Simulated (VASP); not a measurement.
Band structure of Mg3Al (space group Pmm2). Computed with PBEsol GGA, VASP's PBE PAW potentials (set 64) (plane waves; VASP 6.6.1).

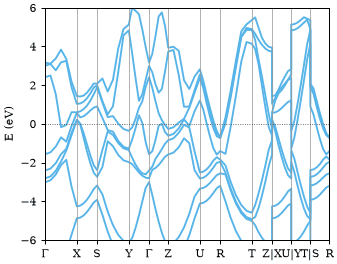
Fig. 1. Bands along high-symmetry lines, zero at the valence-band maximum or, without a gap, the Fermi level

Read the plot: is there a gap, and where are the band edges?

It has no gap at this level: it comes out as a metal or semimetal. (Edges off the drawn lines would not show.)

The structure comes from a computed database's Mg3Al entry (Pmm2); how it stands against other phases isn't given here. It was relaxed first. The electron count is odd and the run is not spin-polarised, which forces a metal. VASP warned that the highest band is occupied, so more bands are needed.
